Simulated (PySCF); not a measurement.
# C6H5F2N (SMILES FC(F)c1ccccn1): what the fields show

Input file:

```
{"job": {"kind": "nmr", "xc": "PBE0", "basis": "pcSseg-1"}, "charge": 0, "multiplicity": 1}
F      2.624331    -1.235718    -0.443477
C      2.189119     0.006526    -0.108170
F      2.695065     0.250636     1.128650
C      0.682069     0.065583    -0.095649
C     -0.053019    -0.772773     0.732571
C     -1.434841    -0.669971     0.699020
C     -2.014261     0.256806    -0.152418
C     -1.182563     1.043831    -0.936527
N      0.134692     0.953404    -0.911628
H      2.623840     0.729987    -0.811623
H      0.449397    -1.477281     1.376420
H     -2.045973    -1.301349     1.326688
H     -3.085493     0.367927    -0.208364
H     -1.583043     1.781920    -1.617659
```

Run with:

```sh
OMP_NUM_THREADS=1 python probes_run.py task.json out
```

Geometry: GFN2-xTB.

Theory: PBE0/pcSseg-1, SCF density, gas phase, non-relativistic (PySCF).

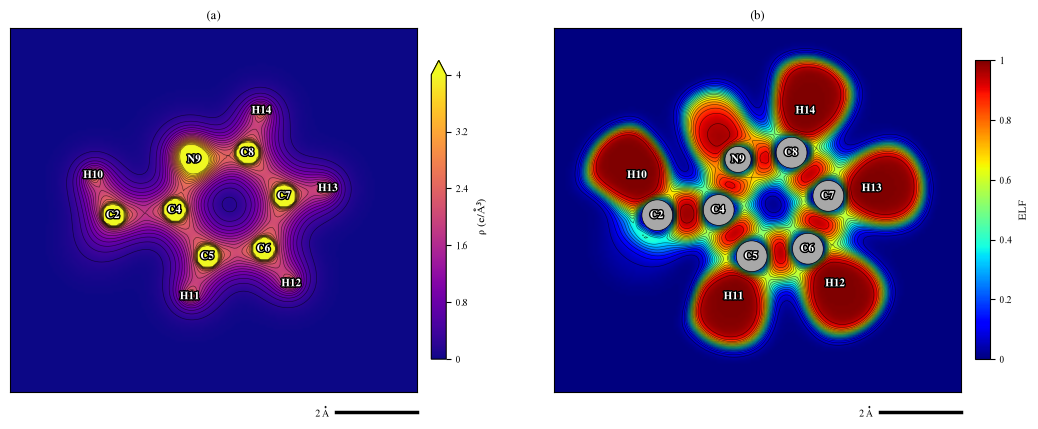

Figure 1. (a) total electron density; (b) electron localisation function on the plane of atoms C4, C5 and H11. Grey discs cover the atomic cores in the ELF map.

Read the bonding off the picture.

Answer.
- The plane passes through C, N and H nuclei.
- C–N (1.32 Å): ρ is about 2.5 e/Å³ halfway; the ELF peaks at about 0.90 between the atoms; a covalent bond.
- C–C (1.39 Å): ρ at the midpoint is about 2.1 e/Å³; the ELF peaks at about 0.95 between the atoms (a covalent bond).
- C–H (1.08 Å): ρ is about 2.1 e/Å³ halfway; the ELF climbs to about 1 towards the hydrogen, as it does in any bond to H: a covalent bond by its length.
- C–C (1.51 Å): ρ at the midpoint is about 1.8 e/Å³; the ELF peaks at about 1 between the atoms; a shared electron pair.
- The ELF also peaks beside N9, away from the bonds: lone-pair regions.

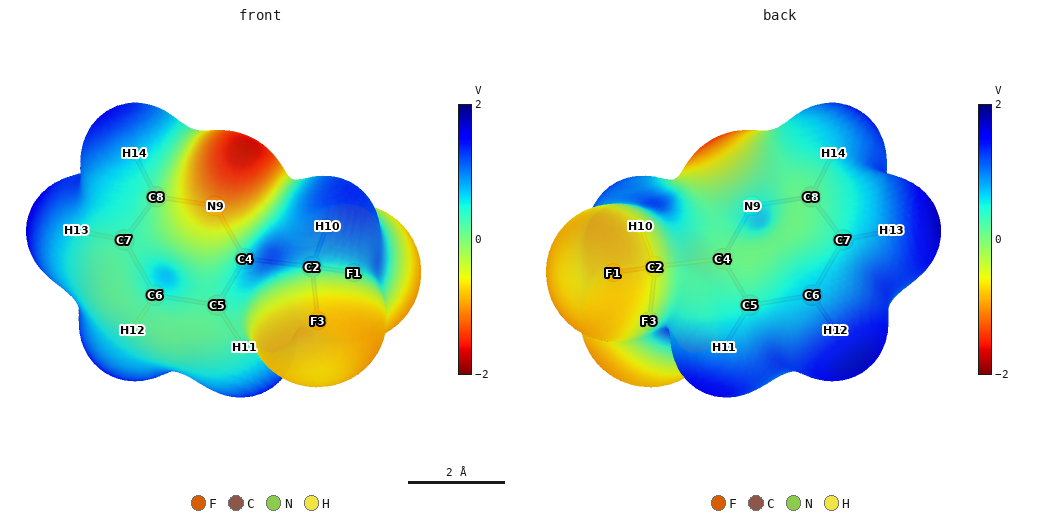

Figure 2. The electrostatic potential painted on the density surface at 0.004 e/bohr³, seen from the front and from behind; the colour scale runs from red (negative) to blue (positive).

Where is the surface potential most negative and most positive?

Answer. The most negative region (about −1.7 V) lies over N9, the most positive (about +1.7 V) over H12 and H13. N9 is the likeliest acceptor of a hydrogen bond.
